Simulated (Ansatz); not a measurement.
## Pressure series in TiB2

Consider TiB2 (space group P6/mmm, No. 191; a = 3.032 Å, c = 3.224 Å).

Cell and atoms are relaxed at each pressure.

Level of theory: plane-wave PAW DFT at the PBE level (Ansatz, an electronic-structure program, 420 eV), without spin-orbit coupling.

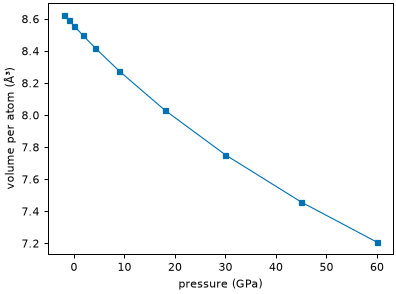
Fig. 1. Volume per atom against pressure

```tsv
pressure (GPa)	volume per atom
-2	8.63 Å³
-1	8.59 Å³
1.8	8.50 Å³
4.2	8.42 Å³
9	8.27 Å³
18	8.03 Å³
30	7.75 Å³
45	7.46 Å³
60	7.21 Å³
```

Load acts through the strain it causes; cell and atoms are relaxed under it. Stability against distortions was not tested. No other phases were tried under pressure. All final runs are without spin polarisation.
